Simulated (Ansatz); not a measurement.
## Zn2Cr2Ga, from a guessed structure to a relaxed one

Starting from a made-up structure for Zn2Cr2Ga, the aim is the relaxed cell, its shortest contacts and, where a second run follows, its electronic structure.

Calculated with Ansatz 0.2.0; DFT, PBE, plane-wave PAW, default files, scalar-relativistic, ferromagnetic start, cell and ions relaxed at zero pressure.

In doubt: warnings of the run leave room for a lower electronic state, so energies may not be the lowest and differences between runs may mislead.

### 1. The starting structure

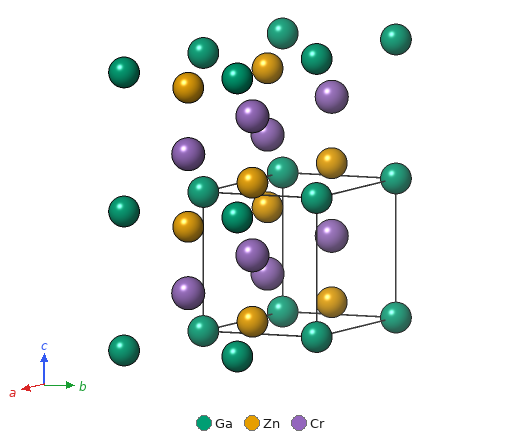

The cell as given, from a free direction (gallium teal, zinc orange, chromium purple). 2×1×2 cells are drawn. Some periodic images of atoms are drawn too.

### 2. Relaxing cell and atoms

The guessed cell has no reason to be at equilibrium. It is relaxed with the atoms, within the space group of the guess.

Input file input.yaml:

```yaml
crystal:
  lattice:
    - [4.088, 0.0, 0.0]
    - [-2.044, 3.540311851, 0.0]
    - [0.0, 0.0, 5.023]
  atoms:
    - { symbol: Ga, position: [0.0, 0.0, 0.0] }
    - { symbol: Zn, position: [0.666666667, 0.333333333, 0.8576] }
    - { symbol: Zn, position: [0.333333333, 0.666666667, 0.1424] }
    - { symbol: Cr, position: [0.666666667, 0.333333333, 0.3798], spin: 3.0 }
    - { symbol: Cr, position: [0.333333333, 0.666666667, 0.6202], spin: 3.0 }
magnetization:
  spin_polarized: true
kpoints:
  mp_grid: { grid: [8, 8, 6] }
scf:
  occupations: { method: fermi_dirac, width: 0.05 }
hamiltonian:
  xc: pbe
  pseudopotentials: { kind: paw }
relax:
  f_tol: 0.015
  max_steps: 70
  cell: {}
output:
  forces: true
  stress: true
```

The run is started by

```bash
ansatz run input.yaml --threads 4 --pin off --max-ram 8192MiB --backend cpu --events-out ev --progress --plain --runs-dir out
```

Numbers of over 12 decimals in the logs are rounded to 6 here.

Output:

```text
Engine: ansatz 0.2.0, aarch64-unknown-linux-gnu
Pseudopotentials: kind: paw
Pseudopotential: Ga, paw, valence charge 13, recommended cutoff 420 eV (normal), Ga.paw.azcp
Pseudopotential: Zn, paw, valence charge 12, recommended cutoff 420 eV (normal), Zn.paw.azcp
Pseudopotential: Cr, paw, valence charge 14, recommended cutoff 420 eV (normal), Cr.paw.azcp
Functional definition: PBE
  parameter kappa = 0.804
  parameter beta = 0.066725
  exchange = pbe_x(kappa = kappa, mu = beta*pi^2/3)
  correlation = pbe_c(beta = beta)
Crystal: 5 atoms, lattice volume = 72.697 Å³
Basis set: ecut = 420 eV, 1409 PW (Γ), exchange–correlation on 60×60×72 points (8 copies of the dense FFT grid, shifted against one another)
Bands: 43, of which v1, the nominal top of the filled ones, is band 33 counted from 1 (32 counted from 0)
Symmetry: 12 space group operations
Space group: P-3m1 (ITA 164), of the structure as read, at distance tolerance 4.2e-5 Å
Magnetic group: BNS 164.85 (UNI 1315), of the structure as read, at distance tolerance 4.2e-5 Å
k-points: 50 of 384
Non-local potential: Ga, projectors of the file, l = 0: 2, l = 1: 2, l = 2: 3, l = 3: 1
Non-local potential: Zn, projectors of the file, l = 0: 2, l = 1: 2, l = 2: 3, l = 3: 1
Non-local potential: Cr, projectors of the file, l = 0: 3, l = 1: 2, l = 2: 3, l = 3: 1
PAW form: soft (Blöchl's): semilocal exchange-correlation on the pseudo side does not see the compensation charge
PAW one-centre angular grid: Ga, 590 points (default); XC on 64 Gauss nodes
PAW one-centre angular grid: Zn, 590 points (default); XC on 64 Gauss nodes
PAW one-centre angular grid: Cr, 590 points (default); XC on 64 Gauss nodes
Initial density: superposition of atomic densities (chi_scale 0.1, normalization cell)
Starting moments: Σ|m| = 6 μB on 2 of 5 sites
Initial wavefunctions: pseudopotential atomic-orbital guess
Functional: x = pbe(κ = 0.804, μ = 0.219515), c = pbe(β = 0.066725)
SCF iter   1: F=—  HF=-17175.199012 eV  |F-HF|=—  |Δ(HF+E_count)|=         —  Δρ=6.06e-2 (↑6.06e-2 ↓4.98e-2)  dr2=7.53e0  dr2_m=1.04e-1  M=5.392 μB ∫|m|=5.565 μB  β_m=0.30  ethr=3.10e-3  ⟨swp⟩=6.4  Hψ=15894  notcnv=0  defer=1
Mixer restart at iter 1: flushing history
preconditioner: auto → Kerker (q_TF=auto, 2.678 Å⁻¹)  [metal: Δε(μ)=0.010 eV  Ē_g=10.329 eV  σ=0.050 eV  W_gap=0.05  n_scr=22 (ndim 8)  ℏωp=30.5 eV  f_vac=0.000  D(μ)=5.25/eV (n_scr^D=58)]
spin=Collinear: Kerker preconditioning applied to the charge; magnetization (m = ρ↑ − ρ↓) channel mixes plain (no charge-response kernel on spin).
SCF iter   2: F=—  HF=-17173.817712 eV  |F-HF|=—  |Δ(HF+E_count)|=    1.38e0  Δρ=2.87e-2 (↑2.49e-2 ↓2.87e-2)  dr2=2.04e0  dr2_m=1.88e-2  M=5.504 μB ∫|m|=5.718 μB  β_m=0.41  ethr=3.10e-3  ⟨swp⟩=2.2  Hψ=7927  notcnv=0  defer=205
SCF iter   3: F=—  HF=-17173.344493 eV  |F-HF|=—  |Δ(HF+E_count)|=   4.73e-1  Δρ=1.44e-2 (↑1.28e-2 ↓1.44e-2)  dr2=3.13e-1  dr2_m=3.90e-2  M=5.601 μB ∫|m|=5.882 μB  β_m=0.58  ethr=3.10e-3  ⟨swp⟩=2.0  Hψ=5711  notcnv=0  defer=204
SCF iter   4: F=—  HF=-17173.303112 eV  |F-HF|=—  |Δ(HF+E_count)|=   4.14e-2  Δρ=7.30e-3 (↑6.92e-3 ↓7.30e-3)  dr2=4.74e-2  dr2_m=1.26e-2  M=5.679 μB ∫|m|=6.002 μB  β_m=0.59  ethr=4.82e-4  ⟨swp⟩=2.5  Hψ=7910  notcnv=0  defer=214
SCF iter   5: F=—  HF=-17173.357508 eV  |F-HF|=—  |Δ(HF+E_count)|=         —  Δρ=1.76e-2 (↑1.76e-2 ↓1.11e-2)  dr2=3.83e-2  dr2_m=1.33e-1  M=6.159 μB ∫|m|=6.549 μB  β_m=0.59  ethr=7.29e-5  ⟨swp⟩=2.0  Hψ=7139  notcnv=0  defer=214
Mixer restart at iter 5: flushing history
SCF iter   6: F=—  HF=-17173.340830 eV  |F-HF|=—  |Δ(HF+E_count)|=   1.67e-2  Δρ=5.49e-3 (↑5.49e-3 ↓5.45e-3)  dr2=2.38e-3  dr2_m=1.87e-2  M=6.161 μB ∫|m|=6.560 μB  β_m=0.74  ethr=5.89e-5  ⟨swp⟩=2.0  Hψ=6908  notcnv=0  defer=214
SCF iter   7: F=—  HF=-17173.342399 eV  |F-HF|=—  |Δ(HF+E_count)|=   1.57e-3  Δρ=4.63e-3 (↑4.63e-3 ↓2.01e-3)  dr2=5.58e-3  dr2_m=6.84e-3  M=6.249 μB ∫|m|=6.668 μB  β_m=0.68  ethr=3.67e-6  ⟨swp⟩=2.0  Hψ=8876  notcnv=0  defer=213
SCF iter   8: F=—  HF=-17173.339899 eV  |F-HF|=—  |Δ(HF+E_count)|=   2.50e-3  Δρ=5.46e-4 (↑5.46e-4 ↓5.43e-4)  dr2=1.01e-3  dr2_m=2.05e-5  M=6.239 μB ∫|m|=6.659 μB  β_m=0.70  ethr=3.67e-6  ⟨swp⟩=2.0  Hψ=8389  notcnv=0  defer=213
SCF iter   9: F=—  HF=-17173.340012 eV  |F-HF|=—  |Δ(HF+E_count)|=   1.13e-4  Δρ=3.83e-4 (↑3.83e-4 ↓2.96e-4)  dr2=4.56e-4  dr2_m=1.37e-5  M=6.245 μB ∫|m|=6.667 μB  β_m=0.85  ethr=1.56e-6  ⟨swp⟩=2.0  Hψ=5393  notcnv=0  defer=213
SCF iter  10: F=—  HF=-17173.339988 eV  |F-HF|=—  |Δ(HF+E_count)|=   2.41e-5  Δρ=3.17e-4 (↑3.17e-4 ↓9.89e-5)  dr2=5.43e-5  dr2_m=1.67e-5  M=6.257 μB ∫|m|=6.681 μB  β_m=0.87  ethr=7.02e-7  ⟨swp⟩=2.0  Hψ=6252  notcnv=0  defer=212
SCF iter  11: F=—  HF=-17173.339990 eV  |F-HF|=—  |Δ(HF+E_count)|=   2.04e-6  Δρ=1.46e-4 (↑1.46e-4 ↓4.98e-5)  dr2=1.12e-5  dr2_m=4.42e-6  M=6.256 μB ∫|m|=6.680 μB  β_m=0.94  ethr=8.36e-8  ⟨swp⟩=2.0  Hψ=6774  notcnv=0  defer=212
SCF iter  12: F=—  HF=-17173.339992 eV  |F-HF|=—  |Δ(HF+E_count)|=   2.32e-6  Δρ=4.37e-5 (↑4.37e-5 ↓2.93e-5)  dr2=2.14e-6  dr2_m=1.88e-7  M=6.255 μB ∫|m|=6.680 μB  β_m=0.72  ethr=1.72e-8  ⟨swp⟩=2.0  Hψ=7050  notcnv=0  defer=212
[...]
[... from here on, the SCF cycles and remarks between the steps are left out ...]
relax step   2: F+E_penalty+E_count = -17173.92930708 eV  Δ(F+E_penalty+E_count) = -5.893e-1 eV  max|allowed force component| = 8.637e-1 eV/Å  Δτ_max = 0.0910 Å  P = +5.876 GPa  Ω = 77.973 Å³  energy of the carried Pulay correction = -3.089e-3 eV  (12 SCF iters, dr2 threshold 5.00e-7 eV, accepted)
relax step   3: F+E_penalty+E_count = -17174.16799532 eV  Δ(F+E_penalty+E_count) = -2.387e-1 eV  max|allowed force component| = 1.039e-1 eV/Å  Δτ_max = 0.1203 Å  P = +0.689 GPa  Ω = 82.888 Å³  energy of the carried Pulay correction = -5.778e-3 eV  (11 SCF iters, dr2 threshold 5.00e-7 eV, accepted)
relax step   4: F+E_penalty+E_count = -17174.17467366 eV  Δ(F+E_penalty+E_count) = -6.678e-3 eV  max|allowed force component| = 3.035e-2 eV/Å  Δτ_max = 0.0215 Å  P = +0.012 GPa  Ω = 83.700 Å³  energy of the carried Pulay correction = -6.206e-3 eV  (8 SCF iters, dr2 threshold 5.00e-7 eV, accepted)
relax step   5: F+E_penalty+E_count = -17174.17500803 eV  Δ(F+E_penalty+E_count) = -3.344e-4 eV  max|allowed force component| = 7.741e-3 eV/Å  Δτ_max = 0.0122 Å  P = +0.298 GPa  Ω = 83.410 Å³  energy of the carried Pulay correction = -6.054e-3 eV  (10 SCF iters, dr2 threshold 5.76e-8 eV, accepted)
relax step   6: F+E_penalty+E_count = -17174.17519349 eV  Δ(F+E_penalty+E_count) = -1.855e-4 eV  max|allowed force component| = 5.130e-4 eV/Å  Δτ_max = 0.0025 Å  P = +0.016 GPa  Ω = 83.719 Å³  energy of the carried Pulay correction = -6.216e-3 eV  (8 SCF iters, dr2 threshold 2.90e-7 eV, accepted)
relax step   7: F+E_penalty+E_count = -17174.18515564 eV  Δ(F+E_penalty+E_count) = -9.962e-3 eV  max|allowed force component| = 2.897e-3 eV/Å  Δτ_max = 0.0000 Å  P = +0.198 GPa  Ω = 83.719 Å³  stress off target by 2.75e-1 GPa  SCF on the basis re-selected at this cell (its energy is not comparable with the rows above)  (13 SCF iters)
relax step   8: F+E_penalty+E_count = -17174.18523711 eV  Δ(F+E_penalty+E_count) = -8.147e-5 eV  max|allowed force component| = 6.010e-4 eV/Å  Δτ_max = 0.0006 Å  P = +0.012 GPa  Ω = 83.945 Å³  energy of the carried Pulay correction = -9.227e-5 eV  (8 SCF iters, dr2 threshold 1.90e-7 eV, accepted)
relax step   9: F+E_penalty+E_count = -17174.18532614 eV  Δ(F+E_penalty+E_count) = -8.904e-5 eV  max|allowed force component| = 6.415e-4 eV/Å  Δτ_max = 0.0000 Å  P = +0.011 GPa  Ω = 83.945 Å³  stress off target by 1.83e-2 GPa  SCF on the basis re-selected at this cell (its energy is not comparable with the rows above)  (8 SCF iters)
basis re-selected at this cell: Δ(F+E_penalty+E_count) = -8.904e-5 eV, ΔP = -0.001 GPa vs the last step (what re-selecting the basis moved, of the pressure what is left beyond the Pulay correction that the steps carried, after the strain that the cell walked since its last selection, with what the two solves' SCF thresholds leave and, on support functions, any second-order correction that the steps lacked; it is no m [...]
WARN: an SCF from antiferromagnetic starting moments (0.00, 0.00, 0.00, -3.43, 3.43 Bohr magnetons, atom by atom) was not made, by what the run has read of turns of its moments that order reads lower: the deck asks for what bars it, or types moments that do (magnetization.spin_polarized, in the input reference, names some of the keys), or the run goes by scf.lower_state_search: light, the default, which as a rule tries one only behind a close that has lost an order of both signs, or on which an open d or half-filled 4f shell of a PAW file has lost a moment that was set nearer to Hund's than to what is left; [rest of the remark cut]
SCF converged after 8 iterations
Magnetization: 7.2008 μB (36.1004 up, 28.8996 down)
Absolute magnetization: 7.7773 μB (∫|ρ↑−ρ↓|, with the PAW one-centre terms)
Spin contamination: 0.2532 ħ² per cell (⟨S²⟩ above its minimum at these occupations)
Per-site moments (μB) at R_I (Å): [(-0.077895, 1.086396), (-0.00867421, 1.068805), (-0.00867421, 1.068805), (3.268630, 1.068805), (3.268630, 1.068805)]
Free energy (F): -17174.185326 eV
Harris-Foulkes:  -17174.185326 eV  (|F-HF|=2.18e-11)
Internal energy: -17174.162971 eV  (E = F + TS)
E sigma→0 (E₀):  -17174.174148 eV
Entropy (-TS):   -0.022356 eV (-4.471 meV/atom)
Fermi energy:    11.071963 eV
--- Per-component energies (eV) ---
  E_band       = -419.471046
  E_kinetic    = 1061.065195
  E_local      = -8348.619695  (includes V_loc(G=0)·N_el)
  E_nonlocal   = 1809.670207
  E_hartree    = 3625.494629
  E_xc         = -620.983223
  E_vxc        = -515.440968  (∫ρ·V_xc dr)
  E_paw        = -8031.989711  (= ΣΔE_a)
  E_vpaw       = -1677.134714  (= ΣTr[D̂ρ^β])
  E_aug_tail   = -0.000111  (compensation charges beyond the density's cutoff)
  E_ewald      = -6668.800261
  E_smearing   = -0.022356  (= −TS)
  E_closure    = 0.000000  (closes the sum)
  Σ components = -17174.185326   (vs F -17174.185326, Δ=0.00e0)
--- Forces (eV/Å), atoms counted from 1 ---
  atom   1  Ga     0.00000000    -0.00000000     0.00000000
  atom   2  Zn     0.00000000     0.00000000     0.00064148
  atom   3  Zn    -0.00000000     0.00000000    -0.00064148
  atom   4  Cr     0.00000000     0.00000000    -0.00030693
  atom   5  Cr     0.00000000    -0.00000000     0.00030693
  max |Σ_I F_I| component: 9.25e-18 eV/Å
--- Stress (GPa, compression-positive) ---
        0.007063      -0.000000      -0.000000
       -0.000000       0.007063       0.000000
       -0.000000       0.000000       0.018270
  P = ⅓ Tr σ = 0.0108 GPa (0.108 kbar)
--- Relaxed structure (7 steps of the walk, 7 accepted, 2 SCFs on fresh bases) ---
  F+E_penalty+E_count = -17174.18532614 eV   max|allowed force component| = 6.415e-4 eV/Å   (the final SCF, on the basis selected at the relaxed cell)
  cell:  # Å, volume = 83.9453 Å³
    - [4.253384, 0, 0]
    - [-2.126692, 3.683538, 0]
    - [0, 0, 5.357923]
  atoms:
    - { symbol: Ga, position: [0, 0, -1.6577090751918527e-18] }
    - { symbol: Zn, position: [0.666667, 0.333333, 0.822360] }
    - { symbol: Zn, position: [0.333333, 0.666667, 0.177640] }
    - { symbol: Cr, position: [0.666667, 0.333333, 0.331894] }
    - { symbol: Cr, position: [0.333333, 0.666667, 0.668106] }
```

Run time: 51 s. Hardware: 4 threads of Arm Neoverse V2, shared host; peak memory 0.64 GiB.

The steps of the relaxation:

```csv
step,energy less that of the first step (eV),largest force component (eV/Å),pressure (GPa),volume (Å³)
1,0.0000,1.6668,13.44,72.70
2,-0.5893,0.8637,5.88,77.97
3,-0.8280,0.1039,0.69,82.89
4,-0.8347,0.0303,0.01,83.70
5,-0.8350,0.0077,0.30,83.41
6,-0.8352,0.0005,0.02,83.72
7*,-0.8452,0.0029,0.20,83.72
8,-0.8452,0.0006,0.01,83.95
9*,-0.8453,0.0006,0.01,83.95
```

Relaxation steps marked * repeat the geometry before them on a plane-wave basis chosen anew for their cell, so energy and pressure can jump there.

The run keeps the 12 symmetry operations that it works with, so distortions that break them were not tested.

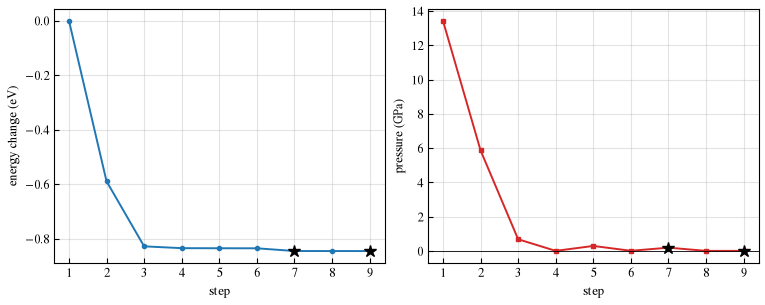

Energy and pressure along the relaxation. Stars mark steps on a basis chosen anew.

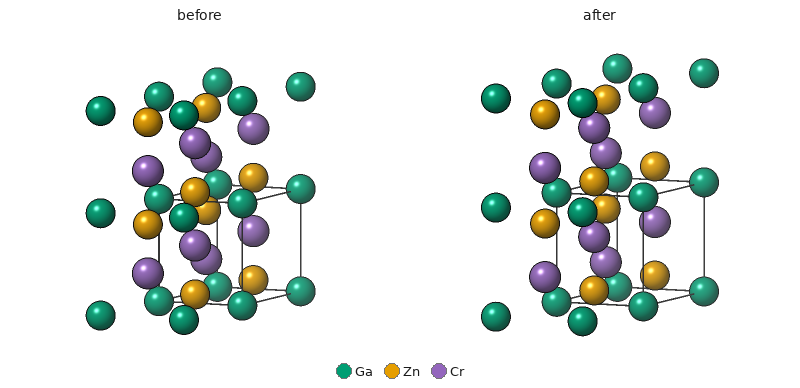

The structure before and after the relaxation, drawn at the same scale.

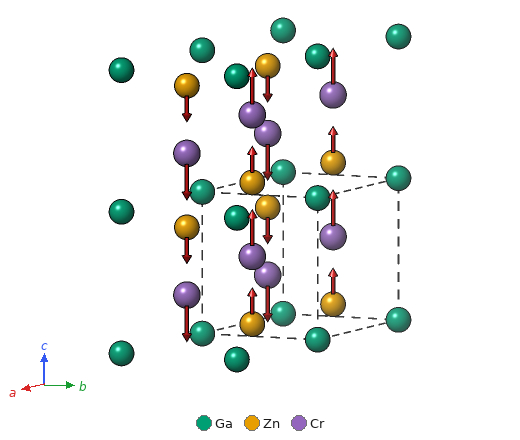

Displacements in the relaxation, exaggerated, measured against the changing cell; the longest in the cell stands for 0.26 Å. 2×1×2 cells are drawn. Some periodic images of atoms are drawn too.

```csv
"conventional cell, symmetrised",before,after,change
a (Å),4.088,4.253,+4.0 %
b (Å),4.088,4.253,+4.0 %
c (Å),5.023,5.358,+6.7 %
volume (Å³/atom),14.54,16.79,+15.5 %
```

The atoms that moved most (Å, as changes of fractional coordinates times the final cell):

| atom | dx | dy | dz | length |
| --- | --- | --- | --- | --- |
| Cr4 | 0.000 | 0.000 | -0.257 | 0.257 |
| Cr5 | 0.000 | 0.000 | 0.257 | 0.257 |
| Zn2 | 0.000 | 0.000 | -0.189 | 0.189 |
| Zn3 | 0.000 | 0.000 | 0.189 | 0.189 |

Final coordinates:

```xyz
5
Lattice="4.2534 0.0000 0.0000 -2.1267 3.6835 0.0000 0.0000 0.0000 5.3579" Properties=species:S:1:pos:R:3 pbc="T T T"
Ga    0.0000    0.0000    0.0000
Zn    2.1267    1.2278    4.4061
Zn    0.0000    2.4557    0.9518
Cr    2.1267    1.2278    1.7783
Cr    0.0000    2.4557    3.5797
```

Numbers from this step:

| Item | Value |
| --- | --- |
| free energy | -17174.1853 eV |
| energy at zero smearing | -17174.1741 eV |
| smearing term TS | 0.02236 eV |
| Fermi energy | 11.07 eV |
| magnetization | 7.201 μB |
| absolute magnetization | 7.777 μB |
| site moments | -0.07790, -0.008674, -0.008674, 3.269, 3.269 μB |
| electrons | 65 |
| symmetry operations | 12 |
| pressure | 0.01080 GPa |

Site moment by atom:

| atom | site moment (μB) |
| --- | --- |
| Ga1 | -0.08 |
| Zn2 | -0.01 |
| Zn3 | -0.01 |
| Cr4 | 3.27 |
| Cr5 | 3.27 |

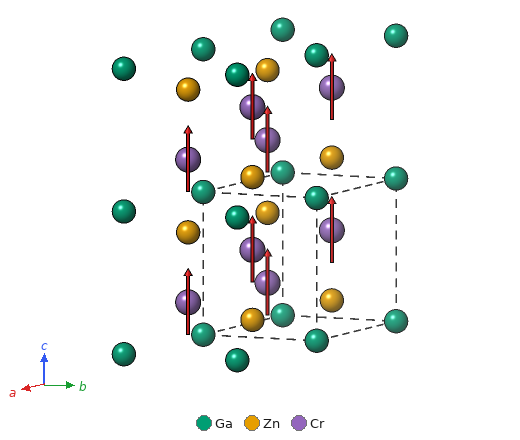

Site moment as arrows, the longest 3.27 μB. Up and down stand for the sign. Arrows give size and sign along the axis of quantisation, drawn up and down the page. 2×1×2 cells are drawn. Some periodic images of atoms are drawn too.

The shortest distance of each pair, which need not be the same contact before and after:

```
 pair  guess (Å)  relaxed (Å)
Cr–Zn      2.400        2.591
Ga–Zn      2.466        2.634
Cr–Ga      3.035        3.032
Cr–Cr      2.651        3.046
Zn–Zn      2.760        3.107
```

The relaxation ends with a largest force component of 6.4e-4 eV/Å and a pressure of 0.01 GPa.

### 3. What came out

```yaml
space_group_relaxed: P-3m1
conventional_cell: a = 4.253, b = 4.253, c = 5.358 Å; α = 90.0°, β = 90.0°, γ = 120.0°
volume_per_atom: 16.79 Å³ (guess 14.54)
total_moment: 7.20 μB in the cell of 5 atoms
```

**Reading.** Zn2Cr2Ga relaxes to P-3m1 with a = 4.253, b = 4.253 and c = 5.358 Å. The guessed volume was 13 % too small. The space group P-3m1 was held in the relaxation, so the end point is a stationary structure within it and may be a saddle against distortions or other arrangements. The input starts from parallel moments, and no other start was typed. The electronic state may lie above the lowest one. Mesh and cutoff weren't tested. No dispersion term is used, so weakly bound directions may come out too long. The program estimates, without running it, that another magnetic order lies lower than the one relaxed here. Nothing here tests whether the compound is stable against decomposition.

[Logs are printed without paths, hosts, clocks, repeated set-up lines and the standing remarks that a program may print on its own settings, such as how far it seeks lower states.]

[Hosts, paths, dates, database ids (printed as entryN), source tags and the programs' standing remarks are cut or masked in the printed files.]
